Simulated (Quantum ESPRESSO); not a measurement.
## MnCuAs: energy over the lowest, antiferro +- against volume, fitted and tested on a withheld row

System: MnCuAs, 2 Cu, 2 Mn and 2 As in the cell, space group P4/nmm. From the study “How volume moves the moments of MnCuAs”.

Method: PBE; plane waves with GBRV 1.5 PBE potentials (Quantum ESPRESSO 7.5). Settings shared by all rows: cutoff 544.23 eV, 8×8×8 k-mesh, fermi-dirac occupations, smearing width 0.05 eV.

Results; the value marked ? is withheld:

```
volume (factor)  energy over the lowest, antiferro +- (meV an atom)
           0.91                                                   ?
           0.94                                                5.47
           0.97                                                0.00
              1                                                2.77
           1.03                                               12.48
           1.06                                               28.18
           1.09                                               48.80
```

Fit the rows given and predict the energy over the lowest, antiferro +- at volume = 0.91 factor.

**Law.** Energy against volume follows the Birch–Murnaghan form, which is a polynomial in the Eulerian strain: third order, a cubic in t = (V/1)^(−2/3) − 1. In symbols, E = c0 + c1 t + c2 t² + c3 t³, with energy over the lowest, antiferro +- in meV an atom.

**Fit.** Least squares on 6 rows gives c0 = 2.7626, c1 = -322.433, c2 = 9103.21 and c3 = 1924.66.

```
volume (factor)          t  computed     fit  computed − fit
           0.94   0.042113      5.47   5.472          -0.002
           0.97   0.020514      0.00  -0.004           0.004
              1          0      2.77   2.763           0.007
           1.03  -0.019513     12.48  12.506          -0.026
           1.06  -0.038101     28.18  28.156           0.024
           1.09  -0.055833     48.80  48.807          -0.007
```

The slope vanishes at t = 0.01761, so the minimum lies at V = 1 × (1 + t)^(−3/2) = 0.9742. That is the minimum of this magnetic state alone.

Shape and fractional positions are held, so this modulus can lie above that of a cell free to relax.

**Prediction.** At volume = 0.91 factor, t = 0.064892, so the law predicts 20.699 meV an atom. The computed value is 20.67 meV an atom, 0.029 below the prediction. The row lies beyond the fitted rows, so this is an extrapolation. The miss is 1.9 times the rms residual of the fit, 0.015.

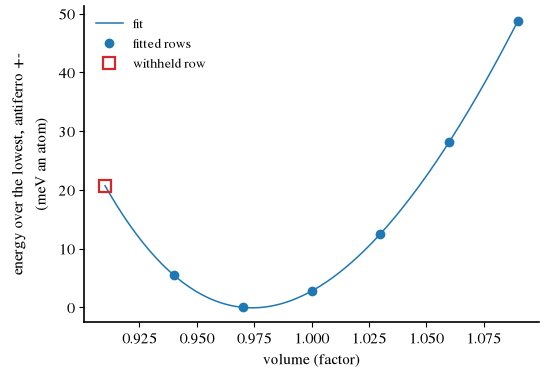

The rows, the fitted law and the withheld row.

[Logs and program files are shortened in this print: banners, set-up blocks, solver, clock and traceback lines can be left out without a mark of their own.]

[Logs are printed without paths, hosts, clocks, repeated set-up lines and the standing remarks that a program may print on its own settings, such as how far it seeks lower states.]

[Hosts, paths, dates, database ids (printed as entryN), source tags and the programs' standing remarks are cut or masked in the printed files.]

[Where a cell is said to come from a database of computed structures, the database is the Materials Project.]
